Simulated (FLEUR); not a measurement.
# GaFe3: parallel and opposed starts

Aim: find out whether GaFe3 carries moments, and which collinear order costs least.

Program: FLEUR MaX-R8.1. Level of theory: LDA (VWN); all-electron FLAPW, Dirac cores, scalar-relativistic bands. Results are calculated unless marked as measured.

## 1. The starting structure

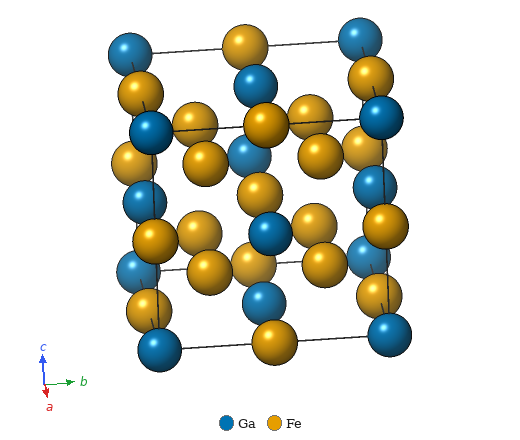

Start, viewed slightly off an axis; gallium blue, iron orange. This picture shows the conventional cell, with its axes. Some periodic images of atoms are drawn too.

Structure file:

```cif
data_structure
_symmetry_space_group_name_H-M 'Fm-3m'
_symmetry_Int_Tables_number 225
_cell_length_a 5.7832
_cell_length_b 5.7832
_cell_length_c 5.7832
_cell_angle_alpha 90.000
_cell_angle_beta 90.000
_cell_angle_gamma 90.000
_cell_volume 193.42
loop_
_atom_site_label
_atom_site_type_symbol
_atom_site_symmetry_multiplicity
_atom_site_Wyckoff_symbol
_atom_site_fract_x
_atom_site_fract_y
_atom_site_fract_z
_atom_site_occupancy
Ga1 Ga 4 a 0.00000 0.00000 0.00000 1
Fe1 Fe 4 b 0.50000 0.00000 0.00000 1
Fe2 Fe 8 c 0.25000 0.25000 0.75000 1
```

The cell comes from a database of computed structures and need not be the stable phase.

## 2. Order 1, typed as ferro +++

The parallel start is the test of whether parallel moments hold.

inpgen writes inp.xml from crystal.txt; cutoffs, mixing, functional, smearing and local orbitals are then set in the file. The k list default-1 (kpts.xml, not shown) is a Γ-centred 8×8×8 mesh; where the ranks do not divide the number of points, some are split in two of half the weight.

File inp.xml:

```
<?xml version="1.0" encoding="UTF-8" standalone="no"?>
<fleurInput fleurInputVersion="0.39">
   <comment>
      GaFe3
   </comment>
   <calculationSetup>
      <cutoffs Kmax="3.6" Gmax="10.8" GmaxXC="10.8" numbands="0"/>
      <scfLoop itmax="90" minDistance="0.00002" maxIterBroyd="15" imix="Anderson" alpha="0.05" precondParam="0.0" spinf="2.0" sdNocoIR="T"/>
      <coreElectrons ctail="T" frcor="F" kcrel="0" coretail_lmax="0"/>
      <xcFunctional name="vwn" relativisticCorrections="F"/>
      <magnetism jspins="2"/>
      <soc l_soc="F" theta="0.0" phi="0.0" spav="F"/>
      <expertModes spex="0" secvar="F"/>
      <geometryOptimization l_f="F" forcealpha="1.0" forcemix="BFGS" epsdisp="0.00001" epsforce="0.00001"/>
      <ldaU l_linMix="F" mixParam="0.05" spinf="1.0"/>
   </calculationSetup>
   <cell>
      <bzIntegration valenceElectrons="61.0" mode="hist" fermiSmearingEnergy="0.00110248">
         <kPointListSelection listName="default-1"/>
         <xi:include xmlns:xi="http://www.w3.org/2001/XInclude" href="kpts.xml"> </xi:include>
      </bzIntegration>
      <xi:include xmlns:xi="http://www.w3.org/2001/XInclude" href="sym.xml"> </xi:include>
      <bulkLattice scale="1.0">
         <bravaisMatrix>
            <row-1>    0.0000000000000000     5.4643207235366118     5.4643207235366118</row-1>
            <row-2>    5.4643207235366118     0.0000000000000000     5.4643207235366118</row-2>
            <row-3>    5.4643207235366118     5.4643207235366118     0.0000000000000000</row-3>
         </bravaisMatrix>
      </bulkLattice>
   </cell>
   <atomSpecies>
      <species name="Gallium (Ga)" element="Ga" atomicNumber="31">
         <mtSphere radius="2.31" gridPoints="763" logIncrement="0.016"/>
         <atomicCutoffs lmax="8" lnonsphr="6"/>
         <electronConfig flipSpins="F">
            <coreConfig>(1s1/2) (2s1/2) (2p1/2) (2p3/2) (3s1/2) (3p1/2) (3p3/2)</coreConfig>
            <valenceConfig>(4s1/2) (3d3/2) (3d5/2) (4p1/2) (4p3/2)</valenceConfig>
            <stateOccupation state="(4p1/2)" spinUp="0.166667" spinDown="0.166667"/>
            <stateOccupation state="(4p3/2)" spinUp="0.333333" spinDown="0.333333"/>
         </electronConfig>
         <energyParameters s="4" p="4" d="3" f="4"/>
      </species>
      <species name="Iron (Fe) 2.800" element="Fe" atomicNumber="26">
         <mtSphere radius="2.31" gridPoints="763" logIncrement="0.016"/>
         <atomicCutoffs lmax="8" lnonsphr="6"/>
         <electronConfig flipSpins="F">
            <coreConfig>(1s1/2) (2s1/2) (2p1/2) (2p3/2)</coreConfig>
            <valenceConfig>(3s1/2) (3p1/2) (3p3/2) (4s1/2) (3d3/2) (3d5/2)</valenceConfig>
            <stateOccupation state="(3d3/2)" spinUp="1.4" spinDown="1.0"/>
            <stateOccupation state="(3d5/2)" spinUp="3.0" spinDown="0.6"/>
         </electronConfig>
         <energyParameters s="4" p="4" d="3" f="4"/>
         <lo type="SCLO" l="0" n="3" eDeriv="0"/>
         <lo type="SCLO" l="1" n="3" eDeriv="0"/>
      </species>
   </atomSpecies>
   <atomGroups>
      <atomGroup species="Gallium (Ga)">
         <relPos label="                   1">.0000000000 .0000000000 .0000000000</relPos>
         <force calculate="T" relaxXYZ="TTT"/>
      </atomGroup>
      <atomGroup species="Iron (Fe) 2.800">
         <relPos label="                   2">1.000/2.000 1.000/2.000 1.000/2.000</relPos>
         <force calculate="T" relaxXYZ="TTT"/>
      </atomGroup>
      <atomGroup species="Iron (Fe) 2.800">
         <relPos label="                   3">-1.000/4.000 -1.000/4.000 -1.000/4.000</relPos>
         <relPos label="                   4">1.000/4.000 1.000/4.000 1.000/4.000</relPos>
         <force calculate="T" relaxXYZ="TTT"/>
      </atomGroup>
   </atomGroups>
   <output dos="F" band="F" slice="F">
      <bandDOS minEnergy="-.5*Htr" maxEnergy="0.5*Htr" sigma="0.015" storeEVData="T"/>
      <plotting iplot="0" polar="F">
         <plot TwoD="T" vec1="  1.0  0.0  0.0" vec2="  0.0  1.0  0.0" vec3="  0.0  0.0  1.0" zero="  0.0  0.0  0.0" file="plot"/>
      </plotting>
      <moessbauerParams electricFieldGradient="F" isomerShift="F" coreHyperfine="F" valenceHyperfine="F"/>
   </output>
</fleurInput>
```

File crystal.txt:

```
GaFe3
&input film=F cartesian=F /
0.00000000000  2.89159400000  2.89159400000
2.89159400000  0.00000000000  2.89159400000
2.89159400000  2.89159400000  0.00000000000
1.8897261246
1.0 1.0 1.0

4
31 0.00000000000  0.00000000000  0.00000000000
26 0.50000000000  0.50000000000  0.50000000000 : 2.800
26 0.75000000000  0.75000000000  0.75000000000 : 2.800
26 0.25000000000  0.25000000000  0.25000000000 : 2.800

&kpt div1=8 div2=8 div3=8 gamma=T /
```

On the command line:

```console
OMP_NUM_THREADS=1 inpgen -f crystal.txt > inpgen.log  # inp.xml is then edited as shown
OMP_NUM_THREADS=1 mpirun -n 4 fleur_MPI > fleur.log
```

The program printed:

```text
Welcome to FLEUR        (www.flapw.de)
      MaX-Release 8.1          (www.max-centre.eu)

 ========== k-point set info ==========
 Selected k-point list: default-1
 k-point list type: mesh
 0 x 0 x 0
 Number of k points: 32

 ------------Calculation Setup---------------------------
 Number of MPI-tasks      :            4
 Number of PE/node        :            4
 Number of OMP-threads    :            1
 k-points in parallel     :            4
 pe's per k-point         :            1
 No of k-point loops      :            8
 Eigenvalue solver        :       lapack
 Number of basis functions:          297
 Approximate size of matrices (H+S) per k-point:         0.001 GB
 --------------------------------------------------------
 Iteration:     1   Distance:      12.34722086 me/bohr^3
 Iteration:     2   Distance:      12.03549777 me/bohr^3
 Iteration:     3   Distance:      10.06549448 me/bohr^3
 Iteration:     4   Distance:       8.27981784 me/bohr^3
 Iteration:     5   Distance:       4.54914747 me/bohr^3
 Iteration:     6   Distance:       2.91538111 me/bohr^3
 Iteration:     7   Distance:       2.42211332 me/bohr^3
 Iteration:     8   Distance:       2.34263942 me/bohr^3
 Iteration:     9   Distance:       1.55975713 me/bohr^3
 Iteration:    10   Distance:       1.81846341 me/bohr^3
 Iteration:    11   Distance:       0.86228426 me/bohr^3
 Iteration:    12   Distance:       0.59876491 me/bohr^3
 Iteration:    13   Distance:       0.25683563 me/bohr^3
 Iteration:    14   Distance:       0.18928669 me/bohr^3
 Iteration:    15   Distance:       0.07086010 me/bohr^3
 Iteration:    16   Distance:       0.06789758 me/bohr^3
 Iteration:    17   Distance:       0.04305155 me/bohr^3
 Iteration:    18   Distance:       0.01444898 me/bohr^3
 Iteration:    19   Distance:       0.01019488 me/bohr^3
 Iteration:    20   Distance:       0.00543611 me/bohr^3
 Iteration:    21   Distance:       0.00379121 me/bohr^3
 Iteration:    22   Distance:       0.00415966 me/bohr^3
 Iteration:    23   Distance:       0.00104496 me/bohr^3
 Iteration:    24   Distance:       0.00063650 me/bohr^3
 Iteration:    25   Distance:       0.00020704 me/bohr^3
 Iteration:    26   Distance:       0.00002642 me/bohr^3
 Iteration:    27   Distance:       0.00004435 me/bohr^3
 Iteration:    28   Distance:       0.00000517 me/bohr^3

 ********************************************************************
 Run finished successfully
 Stop message:
   all done
 ********************************************************************

--- out.xml (last complete iteration) ---
<iteration numberForCurrentRun="   28" overallNumber="   28">
         [... left out ...]
         <bandgap value="0.0278594494" units="eV"/>
         <sumValenceSingleParticleEnergies value="-40.6118188091" units="Htr"/>
         <FermiEnergy value="0.3429459235" units="Htr"/>
         <valenceDensity>
            <mtCharges spin="1">
               <mtCharge atomType="1" total="5.8156700" s="0.4143511" p="0.4046439" d="4.9765702" f="0.0154448"/>
               <mtCharge atomType="2" total="8.6861347" s="1.1928977" p="3.1726494" d="4.3019845" f="0.0144317"/>
               <mtCharge atomType="3" total="8.4258726" s="1.1721245" p="3.1747811" d="4.0644618" f="0.0111462"/>
            </mtCharges>
            <mtCharges spin="2">
               <mtCharge atomType="1" total="5.8874121" s="0.4227284" p="0.4758641" d="4.9729980" f="0.0128839"/>
               <mtCharge atomType="2" total="6.2386115" s="1.1984126" p="3.1936274" d="1.8328001" f="0.0113411"/>
               <mtCharge atomType="3" total="6.5436320" s="1.1755488" p="3.1945412" d="2.1621474" f="0.0091841"/>
            </mtCharges>
            <spinDependentCharge spin="1" total="33.5182578" interstitial="2.1647079" mtSpheres="31.3535500"/>
            <spinDependentCharge spin="2" total="27.4817422" interstitial="2.2684546" mtSpheres="25.2132875"/>
            <totalCharge value="61.0000000000"/>
         </valenceDensity>
         [... left out ...]
         <allElectronCharges>
            <spinDependentCharge spin="1" total="57.5182578" interstitial="2.1652927" mtSpheres="55.3529652"/>
            <spinDependentCharge spin="2" total="51.4817421" interstitial="2.2690422" mtSpheres="49.2127000"/>
            <totalCharge value="108.9999999883"/>
         </allElectronCharges>
         <magneticMomentsInMTSpheres units="muBohr">
            <globalMagMoment atomType="1" vec="0.00000   0.00000  -0.07174"/>
            <localMagMoment atomType="1" vec="0.00000   0.00000  -0.07174"/>
            <globalMagMoment atomType="2" vec="0.00000   0.00000   2.44752"/>
            <localMagMoment atomType="2" vec="0.00000   0.00000   2.44752"/>
            <globalMagMoment atomType="3" vec="0.00000   0.00000   1.88224"/>
            <localMagMoment atomType="3" vec="0.00000   0.00000   1.88224"/>
         </magneticMomentsInMTSpheres>
         <moessbauerParams unitsHFF="kG" unitsIS="e/bohr^3" unitsEFG="Htr/bohr^2">
         </moessbauerParams>
         <totalEnergy value="    -5753.1254658762" units="Htr">
            <sumOfEigenvalues value="    -3311.6572199675">
               <coreElectrons value="-3271.0454011584"/>
               <valenceElectrons value="-40.6118188091"/>
            </sumOfEigenvalues>
            <densityCoulombPotentialIntegral value="-8842.6120365238"/>
            <densityEffectivePotentialIntegral value="-9152.3463895442"/>
            <chargeDenXCDenIntegral value="-233.9651331107"/>
            <FockExchangeEnergyValence value="0.0000000000"/>
            <FockExchangeEnergyCore value="0.0000000000"/>
            <atomTypeDependentContributions atomType="1">
               <electronNucleiInteractionDifferentMTs value="2338.0367697579"/>
               <MadelungTerm value="-13.3627688708"/>
            </atomTypeDependentContributions>
            <atomTypeDependentContributions atomType="2">
               <electronNucleiInteractionDifferentMTs value="1518.6855293098"/>
               <MadelungTerm value="-10.3340214233"/>
            </atomTypeDependentContributions>
            <atomTypeDependentContributions atomType="3">
               <electronNucleiInteractionDifferentMTs value="3038.0713639449"/>
               <MadelungTerm value="-20.0530307737"/>
            </atomTypeDependentContributions>
            <tkbTimesEntropy value="0.0003425226"/>
            <freeEnergy value="-5753.1258083988"/>
            <extrapolationTo0K value="-5753.1256371375"/>
         </totalEnergy>
         <densityConvergence units="me/bohr^3">
            <chargeDensity spin="1" distance="0.0000036497"/>
            <chargeDensity spin="2" distance="0.0000036519"/>
            <overallChargeDensity distance="0.0000051702"/>
            <spinDensity distance="0.0000051558"/>
         </densityConvergence>
      </iteration>
```

Run time: 16 s. Hardware: 4 MPI ranks of Intel Xeon 6975P-C (Granite Rapids), shared host; peak memory 0.23 GiB.

Spin moment in the muffin-tin sphere by atom:

| atom | spin moment in the muffin-tin sphere (μB) |
| --- | --- |
| Ga1 | -0.07 |
| Fe2 | 2.45 |
| Fe3 | 1.88 |
| Fe4 | 1.88 |

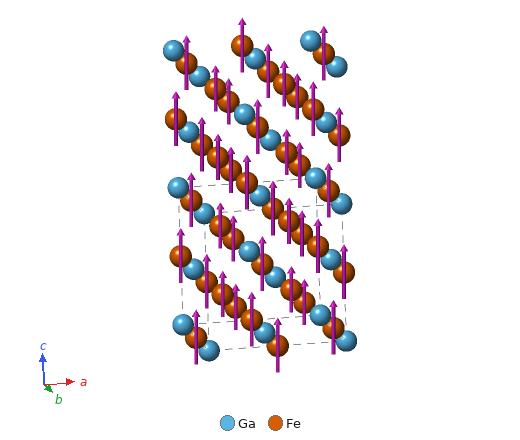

Spin moment in the muffin-tin sphere as arrows, the longest 2.45 μB. Up and down stand for the sign. Arrows give size and sign along the axis of quantisation, drawn up and down the page. 1×1×2 conventional cells are drawn. Some periodic images of atoms are drawn too.

Read from the output:

```yaml
free_energy: -156550.5285 eV
program_s_band_gap_on_this_mesh_in_a_metal_only_a_level_spacing: 0.02786 eV
magnetization: 6.037 μB
final_state: ferromagnetic, with opposed induced moments
```

After 28 cycles the largest moment stands at 2.45 μB.

(Continued in part 2 of 3.)

[Logs and program files are shortened in this print: banners, set-up blocks, solver, clock and traceback lines can be left out without a mark of their own.]

[Logs are printed without paths, hosts, clocks, repeated set-up lines and the standing remarks that a program may print on its own settings, such as how far it seeks lower states.]

[Hosts, paths, dates, database ids (printed as entryN), source tags and the programs' standing remarks are cut or masked in the printed files.]

[Where a cell is said to come from a database of computed structures, the database is the Materials Project.]
